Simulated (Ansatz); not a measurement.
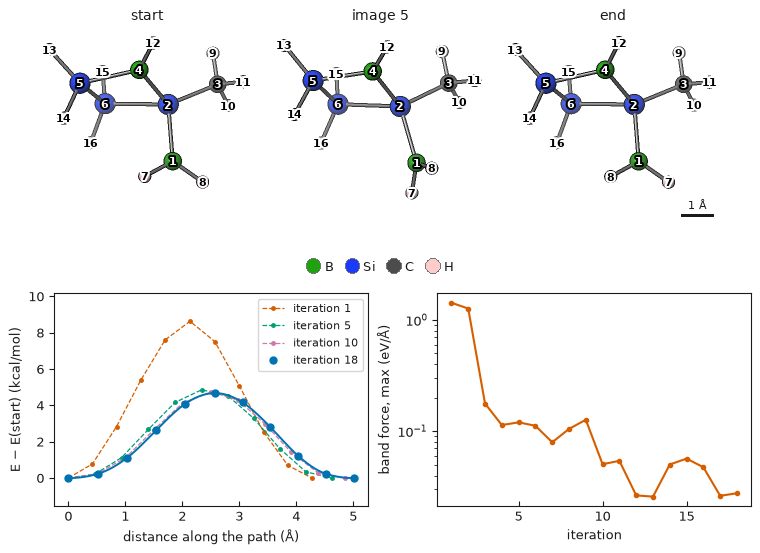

A search for the minimum-energy path of CH10B2Si3 by the nudged elastic band. Images are numbered from 0 (start) to 10 (end). The plot follows the band through its iterations. Style: ball-and-stick. Shown at a tilt.

These are results of RKS B3LYP/STO-3G (Ansatz), not measurements. Run with 9 movable images; climbing image; force threshold 0.03 eV/Å; iteration limit 50; starting path by image-dependent pair potential.

Judge this run.

Answer. The result is final at these settings. The band converged in 18 iterations. The largest component of the band force went from 1.4 to 0.028 eV/Å. The climbing image converged on the top of the path. Its vibrational analysis gives one imaginary mode (220i cm⁻¹), as a transition state must have. The first iteration put the highest image at 8.63 kcal/mol. The two ends have the same energy, and the highest point, image 5, lies 4.68 kcal/mol above the start.

Limits of the set-up: STO-3G is a minimal basis, so the numbers are rough.

The run took 11 min on 1 thread of Arm Neoverse V1, on a shared host, peak memory 0.14 GiB.
